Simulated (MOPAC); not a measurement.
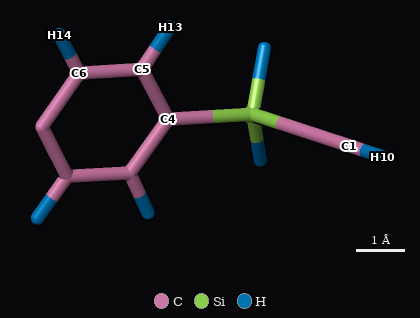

The structure (stick view, seen at a tilt; atoms are numbered from 1 in the order of the input). Bond lengths as drawn: C–C 1.20 to 1.41 Å, C–H 1.07 to 1.09 Å, C–Si 1.88 Å and H–Si 1.49 Å.

Energy and gradient calculation, with input and output: C8H7Si

C8H7Si, multiplicity 2, computed with AM1, unrestricted (MOPAC 23.2.5).

The geometry: force field.

Input (run.mop)
```
AM1 DOUBLET DISP BONDS 1SCF GRADIENTS THREADS=1 AUX(PRECISION=6)


C 3.568400 1 -0.326600 1 1.214800 1
C 2.709400 1 -0.567000 1 0.410500 1
Si 1.364100 1 -0.939800 1 -0.843700 1
C -0.261900 1 -0.132600 1 -0.339400 1
C -0.478700 1 1.241900 1 -0.549800 1
C -1.685900 1 1.837100 1 -0.174800 1
C -2.689400 1 1.073800 1 0.412900 1
C -2.491900 1 -0.286100 1 0.628900 1
C -1.287600 1 -0.889200 1 0.256900 1
H 4.329000 1 -0.112500 1 1.930500 1
H 1.763300 1 -0.425300 1 -2.179500 1
H 1.164400 1 -2.408900 1 -0.953000 1
H 0.288300 1 1.866700 1 -1.005900 1
H -1.848000 1 2.898500 1 -0.338200 1
H -3.280400 1 -0.874200 1 1.089500 1
H -1.163000 1 -1.955700 1 0.440400 1
```

Hardware: 1 thread of Arm Neoverse N1, 98 GiB of memory available, shared host.

Command:
```bash
mopac run.mop
```

The program's output
```
MOPAC v23.2.5
AM1 CALCULATION RESULTS

 *  AM1        - The AM1 Hamiltonian to be used
 *  DOUBLET    - SPIN STATE DEFINED AS A DOUBLET
 *  1SCF       - DO 1 SCF AND THEN STOP
 *  THREADS=1  - MULTI-THREADING NOT USED
 *  AUX        - OUTPUT AUXILIARY INFORMATION
 *  GRADIENTS  - ALL GRADIENTS TO BE PRINTED
 *  DISP       - PRINT DISPERSION AND HYDROGEN BOND ENERGIES
 *  BONDS      - FINAL BOND-ORDER MATRIX TO BE PRINTED
AM1 DOUBLET DISP BONDS 1SCF GRADIENTS THREADS=1 AUX(PRECISION=6)

   ATOM   CHEMICAL          X               Y               Z
  NUMBER   SYMBOL      (ANGSTROMS)     (ANGSTROMS)     (ANGSTROMS)

     1       C          3.56840000  *  -0.32660000  *   1.21480000  *
     2       C          2.70940000  *  -0.56700000  *   0.41050000  *
     3      Si          1.36410000  *  -0.93980000  *  -0.84370000  *
     4       C         -0.26190000  *  -0.13260000  *  -0.33940000  *
     5       C         -0.47870000  *   1.24190000  *  -0.54980000  *
     6       C         -1.68590000  *   1.83710000  *  -0.17480000  *
     7       C         -2.68940000  *   1.07380000  *   0.41290000  *
     8       C         -2.49190000  *  -0.28610000  *   0.62890000  *
     9       C         -1.28760000  *  -0.88920000  *   0.25690000  *
    10       H          4.32900000  *  -0.11250000  *   1.93050000  *
    11       H          1.76330000  *  -0.42530000  *  -2.17950000  *
    12       H          1.16440000  *  -2.40890000  *  -0.95300000  *
    13       H          0.28830000  *   1.86670000  *  -1.00590000  *
    14       H         -1.84800000  *   2.89850000  *  -0.33820000  *
    15       H         -3.28040000  *  -0.87420000  *   1.08950000  *
    16       H         -1.16300000  *  -1.95570000  *   0.44040000  *

          CARTESIAN COORDINATES

    NO.       ATOM           X           Y           Z

     1         C          3.5684     -0.3266      1.2148
     2         C          2.7094     -0.5670      0.4105
     3        Si          1.3641     -0.9398     -0.8437
     4         C         -0.2619     -0.1326     -0.3394
     5         C         -0.4787      1.2419     -0.5498
     6         C         -1.6859      1.8371     -0.1748
     7         C         -2.6894      1.0738      0.4129
     8         C         -2.4919     -0.2861      0.6289
     9         C         -1.2876     -0.8892      0.2569
    10         H          4.3290     -0.1125      1.9305
    11         H          1.7633     -0.4253     -2.1795
    12         H          1.1644     -2.4089     -0.9530
    13         H          0.2883      1.8667     -1.0059
    14         H         -1.8480      2.8985     -0.3382
    15         H         -3.2804     -0.8742      1.0895
    16         H         -1.1630     -1.9557      0.4404

           Empirical Formula: C8 H7 Si  =    16 atoms

      MOLECULAR POINT GROUP   :   C1

 DOUBLET STATE CALCULATION

          UHF CALCULATION, NO. OF ALPHA ELECTRONS =   22
                           NO. OF BETA  ELECTRONS =   21

 -------------------------------------------------------------------------------
 AM1 DOUBLET DISP BONDS 1SCF GRADIENTS THREADS=1 AUX(PRECISION=6)

     1SCF WAS SPECIFIED, SO BFGS WAS NOT USED
     SCF FIELD WAS ACHIEVED

                              AM1 CALCULATION

          FINAL HEAT OF FORMATION =        119.18215 KCAL/MOL =     498.65811 KJ/MOL

          TOTAL ENERGY            =     -27671.14742 KCAL/MOL = ELECTRONIC ENERGY + CORE-CORE REPULSION
          ENERGY OF ATOMS         =      27790.32957 KCAL/MOL
                              SUM =        119.18215 KCAL/MOL
          DISPERSION ENERGY       =          0.00000 KCAL/MOL
                              SUM =        119.18215 KCAL/MOL = FINAL HEAT OF FORMATION

          TOTAL ENERGY            =      -1199.93452 EV
          ELECTRONIC ENERGY       =      -5209.31586 EV
          CORE-CORE REPULSION     =       4009.38134 EV
          COSMO AREA              =        185.00 SQUARE ANGSTROMS
          COSMO VOLUME            =        185.13 CUBIC ANGSTROMS

          GRADIENT NORM           =        116.99580          =       29.24895 PER ATOM
          IONIZATION POTENTIAL    =          9.922327 EV
          ALPHA SOMO LUMO (EV)    =        -10.006  0.142
          BETA  SOMO LUMO (EV)    =         -9.922  0.122
          NO. OF ALPHA ELECTRONS  =         22
          NO. OF BETA  ELECTRONS  =         21
          MOLECULAR WEIGHT        =        131.2288         POINT GROUP:  C1

          MOLECULAR DIMENSIONS (Angstroms)

            Atom       Atom       Distance
            H    15    H    10     7.69353
            H    14    H    12     5.65015
            H    15    H    11     3.74770

          SCF CALCULATIONS        =          1

          WALL-CLOCK TIME         =      0.039 SECONDS
          COMPUTATION TIME        =      0.041 SECONDS

          LARGEST ATOMIC GRADIENTS

          Atom     Label                     Cartesian Gradients           Cartesian Coordinates       |Gradient|
                                           X          Y          Z        X          Y          Z

             7       C                 -58.406     29.034     18.098   -2.68940    1.07380    0.41290     67.689
             2       C                  39.696     11.714     38.374    2.70940   -0.56700    0.41050     56.440
             3      Si                  -6.287    -20.911    -37.008    1.36410   -0.93980   -0.84370     42.970
             6       C                  27.988     -9.708     -9.640   -1.68590    1.83710   -0.17480     31.153
             8       C                  25.344    -16.732     -6.919   -2.49190   -0.28610    0.62890     31.147
             5       C                   1.060     21.887     -5.316   -0.47870    1.24190   -0.54980     22.549
             9       C                 -13.129    -15.899      9.038   -1.28760   -0.88920    0.25690     22.513
             4       C                 -16.502      7.967      4.726   -0.26190   -0.13260   -0.33940     18.924
            14       H                   0.732    -12.076      2.373   -1.84800    2.89850   -0.33820     12.329
            15       H                   8.151      7.605     -5.063   -3.28040   -0.87420    1.08950     12.244

       FINAL  POINT  AND  DERIVATIVES

   PARAMETER     ATOM    TYPE            VALUE        GRADIENT
      1          1  C    CARTESIAN X     3.568400     -0.699164  KCAL/ANGSTROM
      2          1  C    CARTESIAN Y    -0.326600     -0.293011  KCAL/ANGSTROM
      3          1  C    CARTESIAN Z     1.214800     -0.993265  KCAL/ANGSTROM
      4          2  C    CARTESIAN X     2.709400     39.695697  KCAL/ANGSTROM
      5          2  C    CARTESIAN Y    -0.567000     11.713683  KCAL/ANGSTROM
      6          2  C    CARTESIAN Z     0.410500     38.373914  KCAL/ANGSTROM
      7          3 Si    CARTESIAN X     1.364100     -6.287039  KCAL/ANGSTROM
      8          3 Si    CARTESIAN Y    -0.939800    -20.911331  KCAL/ANGSTROM
      9          3 Si    CARTESIAN Z    -0.843700    -37.008170  KCAL/ANGSTROM
     10          4  C    CARTESIAN X    -0.261900    -16.501747  KCAL/ANGSTROM
     11          4  C    CARTESIAN Y    -0.132600      7.967321  KCAL/ANGSTROM
     12          4  C    CARTESIAN Z    -0.339400      4.726061  KCAL/ANGSTROM
     13          5  C    CARTESIAN X    -0.478700      1.059529  KCAL/ANGSTROM
     14          5  C    CARTESIAN Y     1.241900     21.887237  KCAL/ANGSTROM
     15          5  C    CARTESIAN Z    -0.549800     -5.316494  KCAL/ANGSTROM
     16          6  C    CARTESIAN X    -1.685900     27.988120  KCAL/ANGSTROM
     17          6  C    CARTESIAN Y     1.837100     -9.707537  KCAL/ANGSTROM
     18          6  C    CARTESIAN Z    -0.174800     -9.640309  KCAL/ANGSTROM
     19          7  C    CARTESIAN X    -2.689400    -58.406104  KCAL/ANGSTROM
     20          7  C    CARTESIAN Y     1.073800     29.033972  KCAL/ANGSTROM
     21          7  C    CARTESIAN Z     0.412900     18.098424  KCAL/ANGSTROM
     22          8  C    CARTESIAN X    -2.491900     25.343595  KCAL/ANGSTROM
     23          8  C    CARTESIAN Y    -0.286100    -16.731645  KCAL/ANGSTROM
     24          8  C    CARTESIAN Z     0.628900     -6.918718  KCAL/ANGSTROM
     25          9  C    CARTESIAN X    -1.287600    -13.129295  KCAL/ANGSTROM
     26          9  C    CARTESIAN Y    -0.889200    -15.899427  KCAL/ANGSTROM
     27          9  C    CARTESIAN Z     0.256900      9.038114  KCAL/ANGSTROM
     28         10  H    CARTESIAN X     4.329000      2.621031  KCAL/ANGSTROM
     29         10  H    CARTESIAN Y    -0.112500      0.808446  KCAL/ANGSTROM
     30         10  H    CARTESIAN Z     1.930500      2.613218  KCAL/ANGSTROM
     31         11  H    CARTESIAN X     1.763300      1.599940  KCAL/ANGSTROM
     32         11  H    CARTESIAN Y    -0.425300      2.998982  KCAL/ANGSTROM
     33         11  H    CARTESIAN Z    -2.179500    -10.967946  KCAL/ANGSTROM
     34         12  H    CARTESIAN X     1.164400     -2.452342  KCAL/ANGSTROM
     35         12  H    CARTESIAN Y    -2.408900    -11.296396  KCAL/ANGSTROM
     36         12  H    CARTESIAN Z    -0.953000     -2.425218  KCAL/ANGSTROM
     37         13  H    CARTESIAN X     0.288300     -7.237391  KCAL/ANGSTROM
     38         13  H    CARTESIAN Y     1.866700     -4.018577  KCAL/ANGSTROM
     39         13  H    CARTESIAN Z    -1.005900      4.004249  KCAL/ANGSTROM
     40         14  H    CARTESIAN X    -1.848000      0.732154  KCAL/ANGSTROM
     41         14  H    CARTESIAN Y     2.898500    -12.076253  KCAL/ANGSTROM
     42         14  H    CARTESIAN Z    -0.338200      2.373183  KCAL/ANGSTROM
     43         15  H    CARTESIAN X    -3.280400      8.151436  KCAL/ANGSTROM
     44         15  H    CARTESIAN Y    -0.874200      7.604569  KCAL/ANGSTROM
     45         15  H    CARTESIAN Z     1.089500     -5.062759  KCAL/ANGSTROM
     46         16  H    CARTESIAN X    -1.163000     -2.478422  KCAL/ANGSTROM
     47         16  H    CARTESIAN Y    -1.955700      8.919966  KCAL/ANGSTROM
     48         16  H    CARTESIAN Z     0.440400     -0.894284  KCAL/ANGSTROM

   ATOM   CHEMICAL          X               Y               Z
  NUMBER   SYMBOL      (ANGSTROMS)     (ANGSTROMS)     (ANGSTROMS)

     1       C          3.56840000  *  -0.32660000  *   1.21480000  *
     2       C          2.70940000  *  -0.56700000  *   0.41050000  *
     3      Si          1.36410000  *  -0.93980000  *  -0.84370000  *
     4       C         -0.26190000  *  -0.13260000  *  -0.33940000  *
     5       C         -0.47870000  *   1.24190000  *  -0.54980000  *
     6       C         -1.68590000  *   1.83710000  *  -0.17480000  *
     7       C         -2.68940000  *   1.07380000  *   0.41290000  *
     8       C         -2.49190000  *  -0.28610000  *   0.62890000  *
     9       C         -1.28760000  *  -0.88920000  *   0.25690000  *
    10       H          4.32900000  *  -0.11250000  *   1.93050000  *
    11       H          1.76330000  *  -0.42530000  *  -2.17950000  *
    12       H          1.16440000  *  -2.40890000  *  -0.95300000  *
    13       H          0.28830000  *   1.86670000  *  -1.00590000  *
    14       H         -1.84800000  *   2.89850000  *  -0.33820000  *
    15       H         -3.28040000  *  -0.87420000  *   1.08950000  *
    16       H         -1.16300000  *  -1.95570000  *   0.44040000  *

                             CARTESIAN COORDINATES

   1    C        3.568400000    -0.326600000     1.214800000
   2    C        2.709400000    -0.567000000     0.410500000
   3   Si        1.364100000    -0.939800000    -0.843700000
   4    C       -0.261900000    -0.132600000    -0.339400000
   5    C       -0.478700000     1.241900000    -0.549800000
   6    C       -1.685900000     1.837100000    -0.174800000
   7    C       -2.689400000     1.073800000     0.412900000
   8    C       -2.491900000    -0.286100000     0.628900000
   9    C       -1.287600000    -0.889200000     0.256900000
  10    H        4.329000000    -0.112500000     1.930500000
  11    H        1.763300000    -0.425300000    -2.179500000
  12    H        1.164400000    -2.408900000    -0.953000000
  13    H        0.288300000     1.866700000    -1.005900000
  14    H       -1.848000000     2.898500000    -0.338200000
  15    H       -3.280400000    -0.874200000     1.089500000
  16    H       -1.163000000    -1.955700000     0.440400000

           Empirical Formula: C8 H7 Si  =    16 atoms

      MOLECULAR POINT GROUP   :   C1

          ALPHA EIGENVALUES
 -39.13851 -32.66386 -31.67013 -30.94780 -23.37720 -22.68368 -20.00078 -17.56768
 -15.96170 -15.76524 -15.42578 -14.42264 -14.01222 -13.20536 -12.65212 -12.62411
 -12.14327 -11.29643 -11.04709 -10.49502 -10.14482 -10.00587   0.14194   0.55982
   1.14940   1.22000   1.59641   1.80570   2.32046   2.32593   2.74410   3.80926
   3.83644   4.29238   4.30661   4.34381   4.66415   4.88568   5.03266   5.33596
   5.41114   5.79975   6.71881

           BETA EIGENVALUES
 -38.94198 -32.66456 -31.61784 -30.51307 -23.28906 -22.11053 -20.01372 -17.44157
 -15.58451 -15.56723 -15.32380 -14.36505 -14.00650 -13.07935 -12.64236 -12.33914
 -12.04405 -11.15041 -11.05512 -10.10565  -9.92233   0.12161   0.53566   0.71209
   1.04653   1.22630   1.56785   1.78442   2.30175   2.32308   2.95063   3.93712
   3.93893   4.28603   4.34838   4.44670   4.76759   4.93394   5.23237   5.31905
   5.82494   5.92663   6.71749

              NET ATOMIC CHARGES AND DIPOLE CONTRIBUTIONS

  ATOM NO.   TYPE          CHARGE      No. of ELECS.   s-Pop       p-Pop
    1          C          -0.172072        4.1721     1.26974     2.90233
    2          C          -0.448719        4.4487     1.34494     3.10378
    3         Si           1.105469        2.8945     0.79333     2.10120
    4          C          -0.382177        4.3822     1.27510     3.10708
    5          C          -0.087128        4.0871     1.21907     2.86806
    6          C          -0.143979        4.1440     1.21639     2.92759
    7          C          -0.029368        4.0294     1.32913     2.70024
    8          C          -0.144106        4.1441     1.21641     2.92770
    9          C          -0.089214        4.0892     1.21935     2.86986
   10          H           0.212279        0.7877     0.78772
   11          H          -0.186312        1.1863     1.18631
   12          H          -0.187276        1.1873     1.18728
   13          H           0.135380        0.8646     0.86462
   14          H           0.140901        0.8591     0.85910
   15          H           0.140843        0.8592     0.85916
   16          H           0.135480        0.8645     0.86452
 DIPOLE           X         Y         Z       TOTAL
 POINT-CHG.     0.707    -0.873    -1.082     1.559
 HYBRID         0.111     0.558     0.963     1.119
 SUM            0.818    -0.315    -0.118     0.884

          ATOMIC ORBITAL ELECTRON POPULATIONS

     Atom    s        px        py        pz
    1  C   1.26974   0.96691   0.96925   0.96618
    2  C   1.34494   1.03810   1.02634   1.03933
    3 Si   0.79333   0.62535   0.76394   0.71191
    4  C   1.27510   1.08938   0.97803   1.03966
    5  C   1.21907   0.95181   0.93883   0.97743
    6  C   1.21639   0.91994   1.00555   1.00210
    7  C   1.32913   0.86530   0.89862   0.93632
    8  C   1.21641   0.97051   0.93948   1.01770
    9  C   1.21935   0.91703   0.98694   0.96590
   10  H   0.78772
   11  H   1.18631
   12  H   1.18728
   13  H   0.86462
   14  H   0.85910
   15  H   0.85916
   16  H   0.86452

                    (SZ)    =    0.500000
                    (S**2)  =    1.177920

          ATOMIC ORBITAL SPIN POPULATIONS

    Atom   Total    s     px     py     pz
         Atomic
    1  C  0.0138  0.001  0.004  0.006  0.004
    2  C -0.0204 -0.004 -0.006 -0.005 -0.005
    3 Si  0.0531  0.011  0.024  0.009  0.009
    4  C -0.4470 -0.029 -0.082 -0.050 -0.286
    5  C  0.4561  0.033  0.097  0.050  0.276
    6  C -0.4445 -0.024 -0.077 -0.048 -0.295
    7  C  1.3711  0.206  0.585  0.195  0.385
    8  C -0.4447 -0.024 -0.082 -0.042 -0.297
    9  C  0.4560  0.033  0.100  0.046  0.276
   10  H -0.0011 -0.001
   11  H -0.0086 -0.009
   12  H -0.0047 -0.005
   13  H -0.0177 -0.018
   14  H  0.0282  0.028
   15  H  0.0282  0.028
   16  H -0.0177 -0.018

          BONDING CONTRIBUTION OF EACH ALPHA M.O.

  0.8397  0.8523  0.8558  0.7881  0.9275  0.8440  0.8631  0.9500  0.8938  1.0723
  1.0037  1.0539  0.9808  0.9388  0.9914  0.8763  1.0631  0.8762  0.9812  0.7024
  0.8572  0.8922 -0.9076 -0.8625 -0.9271 -0.9701 -0.8556 -0.9721 -0.9736 -0.9615
 -0.9269 -0.9326 -1.0096 -1.0121 -1.0530 -0.9769 -0.9775 -0.9472 -0.9969 -0.9930
 -0.9290 -0.9774 -0.9415

          BONDING CONTRIBUTION OF EACH BETA  M.O.

  0.8581  0.8513  0.8668  0.8553  0.9423  0.9356  0.8575  1.0042  1.0839  1.0019
  1.0244  1.0585  0.9570  0.9403  0.9880  1.0300  1.0718  0.9831  0.9787  0.8415
  0.8106 -0.3390 -0.8657 -0.7889 -0.8652 -0.9681 -0.8636 -0.9592 -0.9531 -0.9734
 -0.8922 -0.9992 -0.9319 -0.9924 -0.9777 -1.0432 -0.9140 -0.9344 -0.9394 -0.9540
 -0.9376 -0.9063 -0.9419

            (VALENCIES)   BOND ORDERS

     1  C     (3.904)     2  C 2.935    10  H 0.922     3 Si 0.016    11  H 0.010    12  H 0.010

     2  C     (3.789)     1  C 2.935     3 Si 0.822    10  H 0.022

     3 Si     (3.648)    12  H 0.947    11  H 0.945     4  C 0.867     2  C 0.822     1  C 0.016    10  H 0.011

     4  C     (3.852)     9  C 1.357     5  C 1.357     3 Si 0.867     7  C 0.076

     5  C     (3.933)     6  C 1.363     4  C 1.357    13  H 0.946     8  C 0.078

     6  C     (3.935)     5  C 1.363     7  C 1.333    14  H 0.945     9  C 0.078     8  C 0.011

     7  C     (3.830)     8  C 1.333     6  C 1.333     4  C 0.076

     8  C     (3.935)     9  C 1.362     7  C 1.333    15  H 0.945     5  C 0.078     6  C 0.011

     9  C     (3.933)     8  C 1.362     4  C 1.357    16  H 0.945     6  C 0.078

    10  H     (0.955)     1  C 0.922     2  C 0.022     3 Si 0.011

    11  H     (0.965)     3 Si 0.945     1  C 0.010

    12  H     (0.965)     3 Si 0.947     1  C 0.010

    13  H     (0.982)     5  C 0.946

    14  H     (0.980)     6  C 0.945

    15  H     (0.980)     8  C 0.945

    16  H     (0.982)     9  C 0.945

 *                    *
 * JOB ENDED NORMALLY *
 *                    *

 TOTAL JOB TIME:             0.05 SECONDS

 == MOPAC DONE ==
```

Results in brief

```tsv
quantity	value
outcome	converged
total energy	−44.096780 hartree
dispersion energy	0.000000 hartree
heat of formation	119.18 kcal/mol
basis functions	43
largest force	2.935 eV/Å
⟨S²⟩	1.178
dipole moment	0.88 D
peak memory	0.076 GiB
```

Remarks

The record of the run, not the program, notes: spin contamination. ⟨S²⟩ is 1.18 against 0.75 for a pure state: the solution is spin-contaminated. MOPAC's energies along a path are heats of formation.
